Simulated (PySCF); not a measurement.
## A study: HN, triplet, SMILES `[NH]`

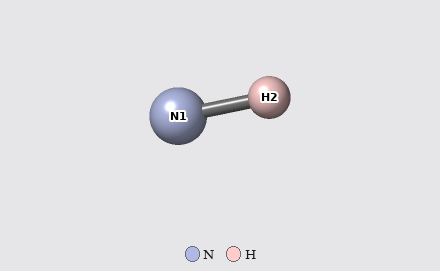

The molecule, with its atoms numbered as below. No frequency check shows the geometry to be a minimum.

Geometry (Å), atoms numbered from 1:

```
N1       0.1280    0.0000    0.0000
H2      -0.8957    0.0000    0.0000
```

## 1. Bonding charge

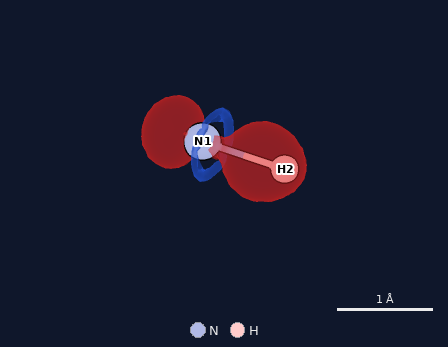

Deformation density (molecule less spherical, spin-averaged free atoms at the same positions), surfaces at ±0.2 e/Å³; red: gain, blue: loss.

PySCF calculation, PBE/def2-TZVP, gas phase; geometry: GFN2-xTB. The stability of the open-shell solution wasn't checked. GFN2-xTB doesn't know the spin state, so this open-shell geometry is rough.

How much density has each bond gained at its critical point, relative to the free atoms?

Answer. N1–H2: +0.86 e/Å³ at the bond critical point (bond length 1.02 Å, Mayer order 0.9). In all, 0.4 electrons gather in the regions of gain relative to the promolecule.

## 2. Bond critical points

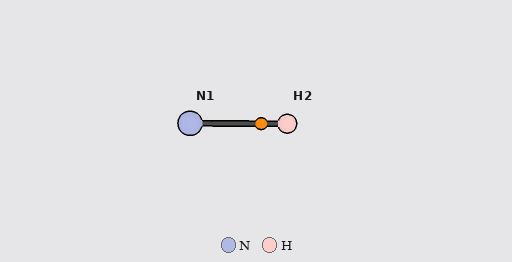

Molecular graph of the electron density (QTAIM): bond paths, bond critical points (orange), ring points (yellow, if any); weak paths are dashed.

How many critical points of each kind are there, and does the count close?

Answer. 2 nuclei, 1 bond, 0 ring and 0 cage critical points: 2 − 1 + 0 − 0 = 1, as the Poincaré–Hopf relation requires.

Give the properties at the bond critical points.

Answer.
```csv
bond,length (Å),ρ (a.u.),∇²ρ (a.u.),ε,H (a.u.)
N1–H2,1.024,0.339,−1.61,0.00,−0.456
```

What kind of interaction is N1–H2?

Answer. Shared-shell (covalent): ρ = 0.339, ∇²ρ = −1.61, H = −0.456 a.u.

## 3. Electrostatic potential

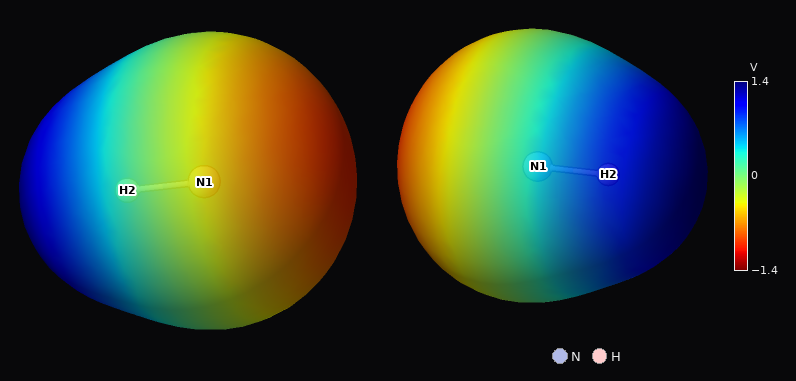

Electrostatic potential on the surface of electron density 0.001 a.u. (back view left, front view right).

Where are the extremes of the potential on the surface?

Answer. Highest: 1.39 V, 1.3 Å from H2. Lowest: −1.06 V, 1.9 Å from N1. The surface is sampled at points, so like sites can differ by a few per cent and only the strongest of them is named.

## 4. Spin density

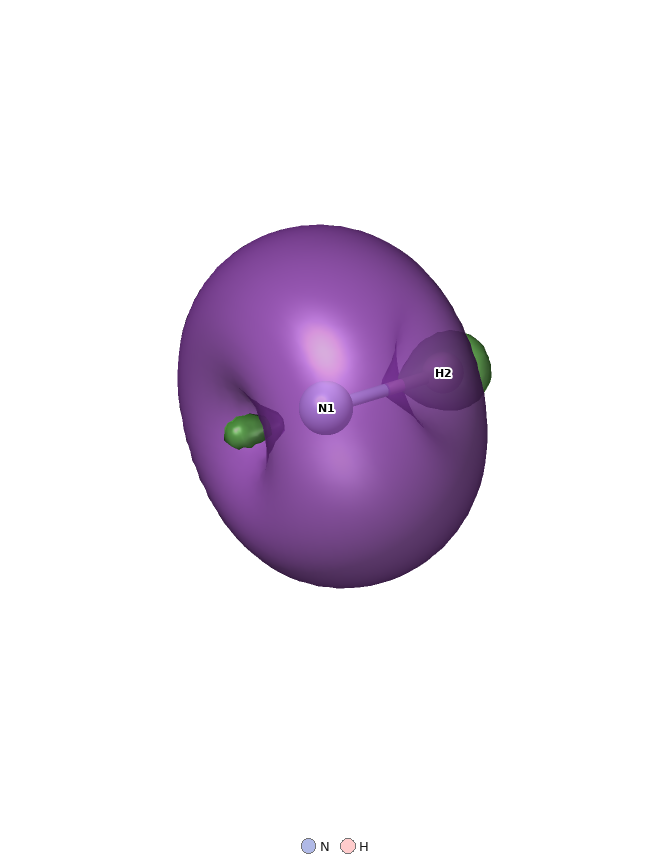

Spin density ρα − ρβ at ±0.03 e/Å³ (purple: excess α, green: excess β).

Give the atomic spin populations that go with this picture.

Answer. Hirshfeld spin populations: N1 +1.88 and H2 +0.12. ⟨S²⟩ = 2.00, as for a pure state. The picture also shows regions of β spin from spin polarisation; the Hirshfeld sums, whose atoms overlap, net them against the α spin of neighbours.

## 5. In an electric field

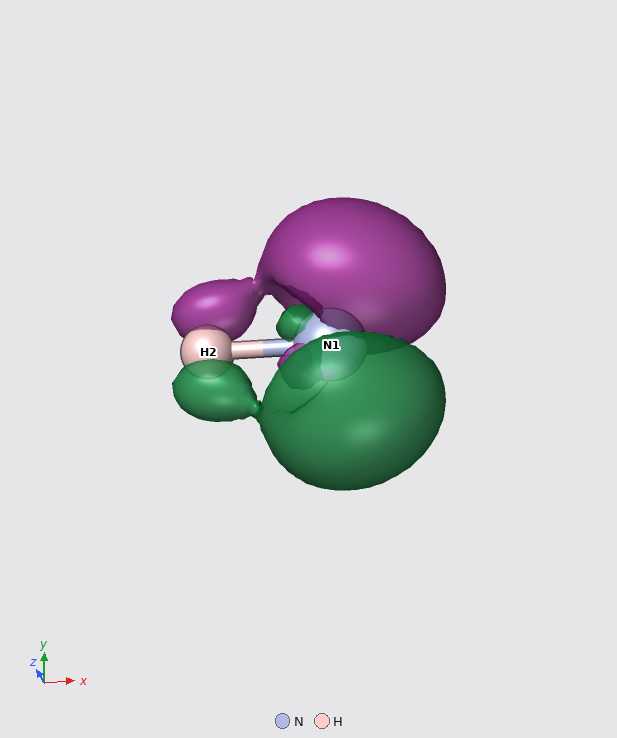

Change of the electron density in a uniform field of 0.26 V/Å, surfaces at ±0.0015 e/Å³ (green: gain, purple: loss).

Level of theory: B3LYP/6-311G** (PySCF), at a geometry from GFN2-xTB. A basis without diffuse functions makes polarisabilities too small. The stability of the open-shell solution wasn't checked. GFN2-xTB doesn't know the spin state, so this open-shell geometry is rough.

Along which Cartesian direction does the field point?

Answer. Along +y: electrons gather on the −y side, against the field.

How large is the response?

Answer. The induced dipole is 0.06 D (along the field); α along this axis, from the fields in both directions, is 5 bohr³ (0.7 Å³).

Which atoms gain and lose the most charge?

Answer. Hardly any: no atom's Hirshfeld charge changes by as much as 0.002 e. The density shifts from one side of each atom to the other; 0.010 electrons are displaced in all.

The PySCF runs shown took 1.6 s and 2 s on 1 thread of Arm Neoverse V2, on a shared host.
